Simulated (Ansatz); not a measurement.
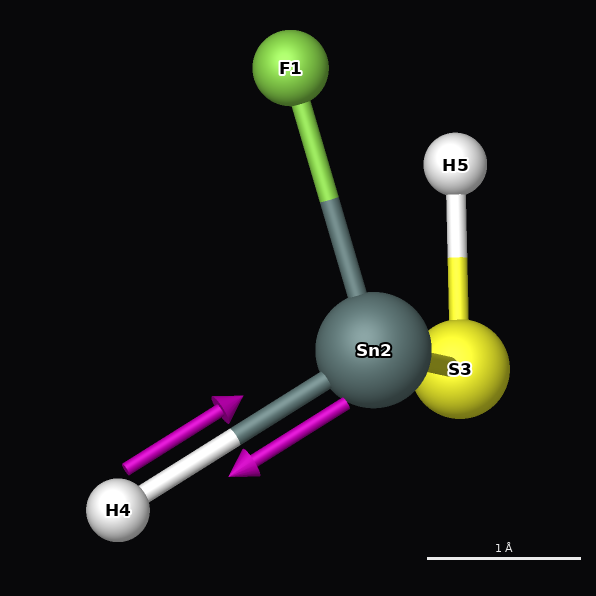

Arrows show the forces on the atoms, 0.6 Å of arrow for 1 eV/Å; forces under a tenth of the largest aren't drawn. State: neutral, doublet. Level of theory: PBE0-D4/def2-TZVP (Ansatz 0.2.0).

Along which bond is the force strongest?

Answer. Sn2–H4, now 2.020 Å: the forces pull its atoms together, so a first step downhill shortens it.

List the force components in the frame of the picture (x right, y up, z towards the viewer), in eV/Å.

```tsv
atom	Fx	Fy	Fz
F1	0.00	0.00	0.00
Sn2	−1.29	−0.81	0.30
S3	0.00	0.00	0.00
H4	1.29	0.81	−0.30
H5	0.00	0.00	0.00
```
